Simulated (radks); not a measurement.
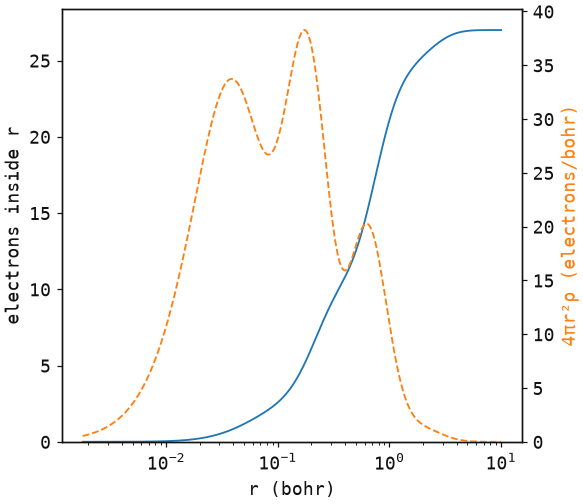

The nickel ion Ni⁺; electrons: [Ar] 3d7 4s1 4p1 (high spin). Computed with the in-house radial solver radks: non-relativistic Kohn-Sham, PBE, spin-polarised, spherical densities, point nucleus.

```
Z 28
configuration [Ar] 3d7 4s1 4p1
relativity non-relativistic
functional pbe,pbe
spin polarised
nucleus point
```

The plot shows the number of electrons inside radius r (solid) and the radial density 4πr²ρ (dashed).

> What does the plot show?

The count levels off at 27 electrons. Half of them lie within 0.554 bohr, 90 % within 1.54 bohr and 99 % within 3.76 bohr. The radial density has minima at 0.0825 and 0.399 bohr, where the count stands at 2.1 and 10.8; these part the shells that the density resolves.
